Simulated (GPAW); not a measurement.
Consider La3AlC (Pm-3m).

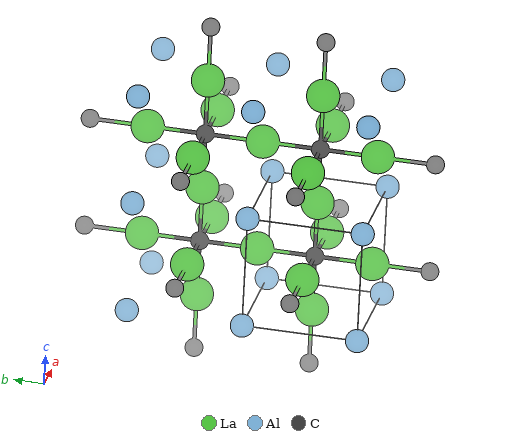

The structure (lanthanum green, aluminium light blue, carbon dark grey). 1×2×2 cells are drawn. Some periodic images of atoms are drawn too.

```xyz
5
Lattice="5.2051 0.0000 0.0000 0.0000 5.2051 0.0000 0.0000 0.0000 5.2051" Properties=species:S:1:pos:R:3 pbc="T T T"
La    0.0000    2.6026    2.6026
La    2.6026    0.0000    2.6026
La    2.6026    2.6026    0.0000
Al    0.0000    0.0000    0.0000
C     2.6026    2.6026    2.6026
```

Absorber: atom 4, with 12 La at 3.68 Å (cuboctahedral, site symmetry m-3m). Method: GPAW, LDA, excited-electron core hole (neutral cell), 10-atom cell with 7.4 Å between holes, 5×5×5 k points, dipole transitions, Gaussian full width 0.9 eV up to 4 eV, rising linearly to 3.5 eV at 25 eV, without spin-orbit coupling.

Q: Where do the maxima of the Al K edge fall?

Main maxima up to 24 eV above the zero (height): 1.1 eV (0.57), 5.0 eV (3.90), 8.4 eV (1.10) and 17.4 eV (1.30). A K edge sees empty p states on the absorber. The total-energy difference is 1562.67 eV. One term is added: -13.88 eV, since the hole is spin-paired here and a spin-polarised one costs that much less in the free atom (computed apart). The photon energy is then 1548.79 eV. The tabulated edge of the element is 1559 eV. The functional leaves an error in such absolute values: in the free atom LDA prices this hole 7.2 eV below PBE (computed apart), and PBE is itself good to a few eV.

The Al K spectrum (energy from the lowest empty level; intensity scaled to a mean of 1 over the first 20 eV):

```csv
E (eV),intensity
-2.0,0.00
-0.5,0.01
1.0,0.56
2.5,0.65
4.0,1.31
5.5,3.06
7.0,0.64
8.5,1.10
10.0,0.81
11.5,0.57
13.0,0.32
14.5,0.54
16.0,1.07
17.5,1.30
19.0,1.13
20.5,1.02
22.0,0.95
23.5,0.84
25.0,0.72
26.5,0.61
28.0,0.55
```

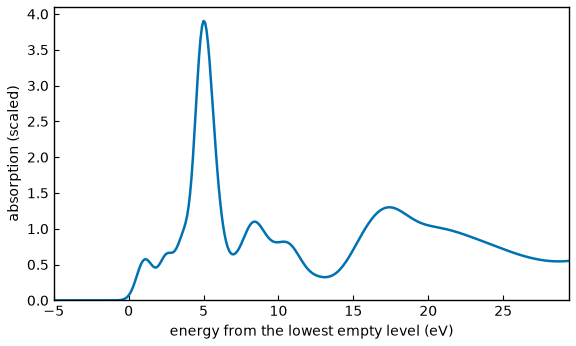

The Al K edge.

The mesh is coarse (0.24 Å⁻¹ between points), so small maxima may be mesh ripples. The structure is a computed Materials Project entry and may be a hypothetical form.

[Banner, clock and machine lines of the logs are left out without a mark of their own.]

[Logs are printed without paths, hosts, clocks, repeated set-up lines and the standing remarks that a program may print on its own settings, such as how far it seeks lower states.]

[Hosts, paths, dates, database ids (printed as entryN), source tags and the programs' standing remarks are cut or masked in the printed files.]

[Lists of maxima count a maximum above −3 eV only where it reaches 4 % of the highest in the window and stands out from its surroundings by 2 % of it (1.5 % where it reaches 55 %); shoulders and weaker maxima are passed over, and of the rest the first, up to two pre-edge ones and the few strongest are named.]
